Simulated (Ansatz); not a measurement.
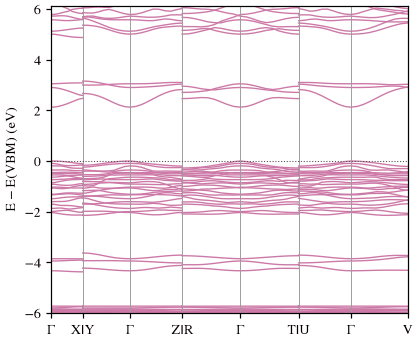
Figure. Band structure from DFT-r²SCAN in the program Ansatz with PAW potentials

Task: Read off the gap and where the band edges lie.

Result: About 2.1 eV (2.12 eV by a search for the band edges); maximum at Γ, minimum at Γ.

The material is Cs₂Hg₃I₈ in space group Cm (No. 8; Pearson symbol mS26).

The first step of the workflow began from a Materials Project structure, measured or hypothetical; the Crystallography Open Database files this formula in space group No. 8, but the cells were not matched. Its standing as an ambient phase is unchecked. Symmetry was held in the r²SCAN relaxation; whether a distortion lowers the energy is not shown. Point labels and valley counts follow the cell and symmetry of the run, lower than the named group. Spin–orbit coupling is left out wherever it is not named.

Potentials: the later of the program's two PAW sets.
